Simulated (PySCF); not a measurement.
# One shape, several levels: BH2Br (SMILES BBr)

Wanted: a comparison of 5 runs (BCCD(T)/STO-3G, CCSDT(Q)/STO-3G, CCSDTQ/STO-3G, NEVPT2(2,2)/STO-3G, QCISD(T)/STO-3G) of BH2Br. The job is set up through a Python script.

The calculation is run with PySCF 2.14.0.

5 further runs of the same task are left out: 5 set aside as unsound or not needed.

## (1) Starting point

BH2Br has 4 atoms, charge 0, and is taken as a singlet. As SMILES, `BBr`. The shape is that of a PBE0-D4/def2-TZVP optimisation.

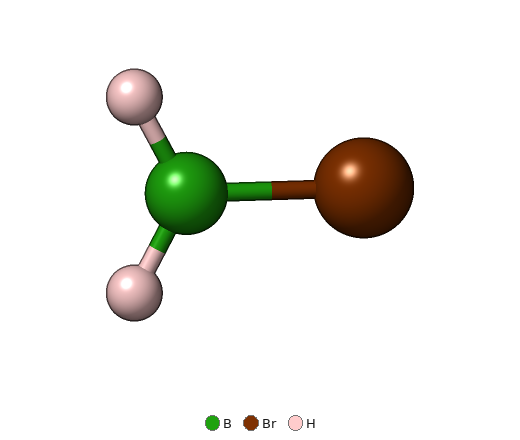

Viewed from a chosen angle; boron green, bromine brown, hydrogen pink.

## (2) The energy at BCCD(T)/STO-3G (run 1)

run.py

```python
# BBr
from pyscf import gto, scf, cc
from pyscf.cc.bccd import bccd_kernel_

mol = gto.Mole()
mol.atom = 'B -0.153900 0.025000 -0.096900; Br 1.470100 -0.363400 0.790800; H -1.111200 -0.617300 0.191700; H -0.149500 0.895400 -0.905900'
mol.verbose = 3
mol.max_memory = 1860
mol.basis = 'sto-3g'
mol.build()

mf = scf.RHF(mol)
mf.conv_tol = 1e-10
mf.kernel()
if not mf.converged:
    mf = mf.newton().run(mf.mo_coeff, mf.mo_occ)

mycc = cc.CCSD(mf, frozen=10).run()
mycc = bccd_kernel_(mycc, diis=True)
e_t = mycc.ccsd_t()
e_final = mycc.e_tot + e_t
print('E = %.10f Eh' % e_final)
```

Launch:

```sh
$ OMP_NUM_THREADS=1 python run.py
```

Standard output:

```text
converged SCF energy = -2570.21524440676
E(CCSD) = -2570.277138061914  E_corr = -0.0618936551538101
BCCD loop starts.

******** <class 'pyscf.cc.ccsd.CCSD'> ********
CC2 = 0
CCSD nocc = 11, nmo = 15
frozen orbitals 10
max_cycle = 50
direct = 0
conv_tol = 1e-07
conv_tol_normt = 1e-05
diis_space = 6
diis_start_cycle = 0
diis_start_energy_diff = 1e+09
Init E_corr(CCSD) = -0.0609717322828846
cycle = 1  E_corr(CCSD) = -0.0671245705278181  dE = -0.00615283824  norm(t1,t2) = 0.0550375
cycle = 2  E_corr(CCSD) = -0.0648772981178773  dE = 0.00224727241  norm(t1,t2) = 0.0134137
cycle = 3  E_corr(CCSD) = -0.0651997343358447  dE = -0.000322436218  norm(t1,t2) = 0.00774862
cycle = 4  E_corr(CCSD) = -0.0650025468179374  dE = 0.000197187518  norm(t1,t2) = 0.00418365
cycle = 5  E_corr(CCSD) = -0.06501376508824  dE = -1.12182703e-05  norm(t1,t2) = 0.000580107
cycle = 6  E_corr(CCSD) = -0.0650129117065355  dE = 8.53381705e-07  norm(t1,t2) = 9.1107e-05
cycle = 7  E_corr(CCSD) = -0.0650122623653065  dE = 6.49341229e-07  norm(t1,t2) = 2.20011e-05
cycle = 8  E_corr(CCSD) = -0.0650122279302152  dE = 3.44350912e-08  norm(t1,t2) = 4.20467e-06
CCSD converged
E(CCSD) = -2570.276455397261  E_corr = -0.06501222793021524
BCC iter:    0  E:   -2570.276455397261  dE:    6.827e-04  |t1|:    8.736e-03

******** <class 'pyscf.cc.ccsd.CCSD'> ********
CC2 = 0
CCSD nocc = 11, nmo = 15
frozen orbitals 10
max_cycle = 50
direct = 0
conv_tol = 1e-07
conv_tol_normt = 1e-05
diis_space = 6
diis_start_cycle = 0
diis_start_energy_diff = 1e+09
Init E_corr(CCSD) = -0.0645153959261681
cycle = 1  E_corr(CCSD) = -0.063857935973778  dE = 0.000657459952  norm(t1,t2) = 0.00837732
cycle = 2  E_corr(CCSD) = -0.0641439287191929  dE = -0.000285992745  norm(t1,t2) = 0.00151913
cycle = 3  E_corr(CCSD) = -0.0641193571296862  dE = 2.45715895e-05  norm(t1,t2) = 0.000677849
cycle = 4  E_corr(CCSD) = -0.0641449576962032  dE = -2.56005665e-05  norm(t1,t2) = 0.000254027
cycle = 5  E_corr(CCSD) = -0.0641468856765155  dE = -1.92798031e-06  norm(t1,t2) = 8.61102e-05
cycle = 6  E_corr(CCSD) = -0.0641467111824955  dE = 1.7449402e-07  norm(t1,t2) = 1.94493e-05
cycle = 7  E_corr(CCSD) = -0.0641466223495816  dE = 8.88329139e-08  norm(t1,t2) = 4.071e-06
CCSD converged
E(CCSD) = -2570.276556466702  E_corr = -0.06414662234958163
BCC iter:    1  E:   -2570.276556466702  dE:   -1.011e-04  |t1|:    8.507e-04

******** <class 'pyscf.cc.ccsd.CCSD'> ********
CC2 = 0
CCSD nocc = 11, nmo = 15
frozen orbitals 10
max_cycle = 50
direct = 0
conv_tol = 1e-07
conv_tol_normt = 1e-05
diis_space = 6
diis_start_cycle = 0
diis_start_energy_diff = 1e+09
Init E_corr(CCSD) = -0.0641813156275068
cycle = 1  E_corr(CCSD) = -0.0642458004659451  dE = -6.44848384e-05  norm(t1,t2) = 0.000732503
cycle = 2  E_corr(CCSD) = -0.0642193120101265  dE = 2.64884558e-05  norm(t1,t2) = 0.00014484
cycle = 3  E_corr(CCSD) = -0.0642219652992146  dE = -2.65328909e-06  norm(t1,t2) = 7.72012e-05
cycle = 4  E_corr(CCSD) = -0.0642193245551009  dE = 2.64074411e-06  norm(t1,t2) = 3.89564e-05
cycle = 5  E_corr(CCSD) = -0.0642194126517471  dE = -8.80966462e-08  norm(t1,t2) = 9.37673e-06
CCSD converged
E(CCSD) = -2570.276547072622  E_corr = -0.06421941265174708
BCC iter:    2  E:   -2570.276547072622  dE:    9.394e-06  |t1|:    1.852e-05

******** <class 'pyscf.cc.ccsd.CCSD'> ********
CC2 = 0
CCSD nocc = 11, nmo = 15
frozen orbitals 10
max_cycle = 50
direct = 0
conv_tol = 1e-07
conv_tol_normt = 1e-05
diis_space = 6
diis_start_cycle = 0
diis_start_energy_diff = 1e+09
Init E_corr(CCSD) = -0.0642194040800906
cycle = 1  E_corr(CCSD) = -0.0642193160525011  dE = 8.80275895e-08  norm(t1,t2) = 1.48293e-05
cycle = 2  E_corr(CCSD) = -0.0642193970813082  dE = -8.10288071e-08  norm(t1,t2) = 3.11242e-06
CCSD converged
E(CCSD) = -2570.276547177884  E_corr = -0.06421939708130817
BCC iter:    3  E:   -2570.276547177884  dE:   -1.053e-07  |t1|:    1.636e-06
CCSD(T) correction = -0.00217476057811208
E = -2570.2787219385 Eh
```

It took 0.97 s on 1 thread of Intel Xeon 6975P-C (Granite Rapids), shared host; peak memory 0.099 GiB.

## (3) A single-point energy at CCSDT(Q)/STO-3G (run 2)

input.py

```python
from pyscf import gto, cc

system = gto.Mole()
system.atom = '''
B     -0.290829     0.047243    -0.183114
Br     2.778086    -0.686726     1.494395
H     -2.099864    -1.166528     0.362260
H     -0.282514     1.692061    -1.711903
'''
system.unit = 'bohr'
system.max_memory = 1860
system.basis = 'sto-3g'
system.spin = 0
system.verbose = 3
system.build()

mf = system.RHF()
mf.conv_tol = 1e-10
mf.kernel()
if not mf.converged:
    mf = mf.newton().run(mf.mo_coeff, mf.mo_occ)

mycc = cc.CCSDT(mf, frozen=10)
mycc.kernel()
e_bracket, e_q = mycc.ccsdt_q()
energy = mycc.e_tot + e_q
print(f'total energy: {energy:.8f} hartree')
```

Launch:

```sh
$ OMP_NUM_THREADS=1 python input.py
```

Standard output:

```text
converged SCF energy = -2570.21524440943
_make_eris_incore_RCCSDT

WARN: A large `blksize` is being used, which may cause large memory consumption
      for storing contraction intermediates. If memory is sufficient, consider using
      `pyscf.cc.rccsdt_highm.RCCSDT` instead.

RCCSDT converged
E(RCCSDT) = -2570.279182358185   E_corr = -0.06393794875862301
E_corr(same-spin) = -0.00624141345314734
E_corr(oppo-spin) = -0.0576965353054757
_make_eris_incore_RCCSDT
total energy: -2570.27914635 hartree
```

Wall time 3.6 s (1 thread of Intel Xeon 6975P-C (Granite Rapids), shared host); peak memory 0.12 GiB.

Runs 3 to 4 aren't shown in full; the table further down has their settings and results.

## (4) A single-point energy at QCISD(T)/STO-3G (run 5)

calc.py

```python
from pyscf import gto, scf, cc

mol = gto.Mole()
mol.atom = '''
B   -0.153900   0.025000  -0.096900
Br   1.470100  -0.363400   0.790800
H   -1.111200  -0.617300   0.191700
H   -0.149500   0.895400  -0.905900
'''
mol.max_memory = 1860
mol.basis = 'sto-3g'
mol.verbose = 4
mol.build()

mf = scf.RHF(mol)
mf.conv_tol = 1e-10
mf.kernel()
if not mf.converged:
    mf = mf.newton().run(mf.mo_coeff, mf.mo_occ)

mycc = cc.QCISD(mf, frozen=10)
mycc.kernel()
e_t = mycc.qcisd_t()
e_final = mycc.e_tot + e_t
print('E(%s) = %.9f' % ('QCISD(T)', e_final))
```

Launch:

```sh
$ OMP_NUM_THREADS=1 python calc.py
```

Standard output:

```text
PySCF version 2.14.0

[INPUT] num. atoms = 4
[INPUT] num. electrons = 42
[INPUT] charge = 0
[INPUT] spin (= nelec alpha-beta = 2S) = 0
[INPUT] symmetry False subgroup None
[INPUT] Mole.unit = angstrom
[INPUT] Symbol           X                Y                Z      unit          X                Y                Z       unit  Magmom
[INPUT]  1 B     -0.153900000000   0.025000000000  -0.096900000000 AA   -0.290828850571   0.047243153114  -0.183114461470 Bohr   0.0
[INPUT]  2 Br     1.470100000000  -0.363400000000   0.790800000000 AA    2.778086375723  -0.686726473667   1.494395419306 Bohr   0.0
[INPUT]  3 H     -1.111200000000  -0.617300000000   0.191700000000 AA   -2.099863669617  -1.166527936694   0.362260498079 Bohr   0.0
[INPUT]  4 H     -0.149500000000   0.895400000000  -0.905900000000 AA   -0.282514055622   1.692060771936  -1.711902896243 Bohr   0.0

nuclear repulsion = 67.5893265618627
number of shells = 13
number of NR pGTOs = 75
number of NR cGTOs = 25
basis = sto-3g
ecp = {}

******** <class 'pyscf.scf.hf.RHF'> ********
method = RHF
initial guess = minao
damping factor = 0
level_shift factor = 0
DIIS = <class 'pyscf.scf.diis.CDIIS'>
diis_start_cycle = 1
diis_space = 8
diis_damp = 0
SCF conv_tol = 1e-10
SCF conv_tol_grad = None
SCF max_cycles = 50
direct_scf = True
direct_scf_tol = 1e-13
Set gradient conv threshold to 1e-05
Initial guess from minao.
init E= -2566.39078531129
  HOMO = -0.425122157651481  LUMO = 0.0203555639797481  gap/eV = 12.12207
cycle= 1 E= -2570.13987381533  delta_E= -3.75  |g|= 0.359  |ddm|= 2.03
  HOMO = -0.26358756211529  LUMO = 0.137634242288394  gap/eV = 10.91780
cycle= 2 E= -2570.21150249705  delta_E= -0.0716  |g|= 0.0879  |ddm|= 0.896
  HOMO = -0.314172416083063  LUMO = 0.22236525441665  gap/eV = 14.59993
cycle= 3 E= -2570.21491861571  delta_E= -0.00342  |g|= 0.0211  |ddm|= 0.161
  HOMO = -0.319125452756026  LUMO = 0.218054100791275  gap/eV = 14.61740
cycle= 4 E= -2570.21522783287  delta_E= -0.000309  |g|= 0.00337  |ddm|= 0.0563
  HOMO = -0.318112067024275  LUMO = 0.218236447943103  gap/eV = 14.59479
cycle= 5 E= -2570.21524250686  delta_E= -1.47e-05  |g|= 0.00122  |ddm|= 0.0116
  HOMO = -0.317908387994772  LUMO = 0.218413122335154  gap/eV = 14.59405
cycle= 6 E= -2570.21524439014  delta_E= -1.88e-06  |g|= 0.000125  |ddm|= 0.00547
  HOMO = -0.317925058690915  LUMO = 0.218386385405569  gap/eV = 14.59378
cycle= 7 E= -2570.21524440672  delta_E= -1.66e-08  |g|= 7.38e-06  |ddm|= 0.000543
  HOMO = -0.317928311602344  LUMO = 0.218388735864812  gap/eV = 14.59393
cycle= 8 E= -2570.21524440676  delta_E= -4.41e-11  |g|= 6.72e-07  |ddm|= 2.8e-05
  HOMO = -0.317928188565891  LUMO = 0.218388708175652  gap/eV = 14.59393
Extra cycle  E= -2570.21524440676  delta_E=    0  |g|= 2.06e-07  |ddm|= 1.45e-06
converged SCF energy = -2570.21524440676

******** <class 'pyscf.cc.qcisd.QCISD'> ********
QCISD nocc = 11, nmo = 15
frozen orbitals 10
max_cycle = 50
direct = 0
conv_tol = 1e-07
conv_tol_normt = 1e-05
diis_space = 6
diis_start_cycle = 0
diis_start_energy_diff = 1e+09
Init t2, MP2 energy = -2570.26136816812  E_corr(MP2) -0.046123761357954
Init E_corr(QCISD) = -0.0461237613579758
cycle = 1  E_corr(QCISD) = -0.0555109885869238  dE = -0.00938722723  norm(t1,t2) = 0.0454295
cycle = 2  E_corr(QCISD) = -0.0599169875742904  dE = -0.00440599899  norm(t1,t2) = 0.017765
cycle = 3  E_corr(QCISD) = -0.0621024709163762  dE = -0.00218548334  norm(t1,t2) = 0.0101846
cycle = 4  E_corr(QCISD) = -0.0628556366452848  dE = -0.000753165729  norm(t1,t2) = 0.00383381
cycle = 5  E_corr(QCISD) = -0.0627199125663861  dE = 0.000135724079  norm(t1,t2) = 0.00150061
cycle = 6  E_corr(QCISD) = -0.0627242884076663  dE = -4.37584128e-06  norm(t1,t2) = 0.000182291
cycle = 7  E_corr(QCISD) = -0.0627230306670681  dE = 1.2577406e-06  norm(t1,t2) = 3.37518e-05
cycle = 8  E_corr(QCISD) = -0.0627232750296458  dE = -2.44362578e-07  norm(t1,t2) = 8.94558e-06
cycle = 9  E_corr(QCISD) = -0.0627232504077137  dE = 2.46219321e-08  norm(t1,t2) = 2.67035e-06
QCISD converged
E(QCISD) = -2570.277967657168  E_corr = -0.0627232504077137
QCISD(T) correction = -0.00117144440661084
E(QCISD(T)) = -2570.279139102
```

Wall time 0.56 s (1 thread of Intel Xeon 6975P-C (Granite Rapids), shared host); peak memory 0.1 GiB.

## (5) Overview of the runs

```tsv
run	level	frozen core orbitals	active selection	energy (Eh)	correlation energy (mEh)	wall time
1	BCCD(T)/STO-3G	10	–	-2570.278722	-63.5	0.97 s
2	CCSDT(Q)/STO-3G	10	–	-2570.279146	-63.9	3.6 s
3	CCSDTQ/STO-3G	10	–	-2570.279106	-63.9	27 s
4	NEVPT2(2,2)/STO-3G	–	mp2 natural orbitals	-2570.264320	–	0.72 s
5	QCISD(T)/STO-3G	10	–	-2570.279139	-63.9	0.56 s
```

## (6) Summary of results

| quantity | value |
| --- | --- |
| run 5: total energy | -2570.27914 Eh |
| run 5: dipole moment (Hartree–Fock density) | 0.98 D |
| run 5: HOMO energy (Hartree–Fock orbitals) | -8.65 eV |
| run 5: LUMO energy (Hartree–Fock orbitals) | 5.94 eV |
| run 5: HOMO–LUMO gap (Hartree–Fock orbitals) | 14.59 eV |
| run 5: correlation energy (10 core orbitals frozen) | -63.9 mEh |
| run 5: (T) correction | -1.17 mEh |
| run 5: T1 diagnostic | 0.014 |

What this shows: In runs 1, 2, 3, 4, 5 the basis is minimal, so the values are rough. All runs together took 33 s, the longest 27 s.
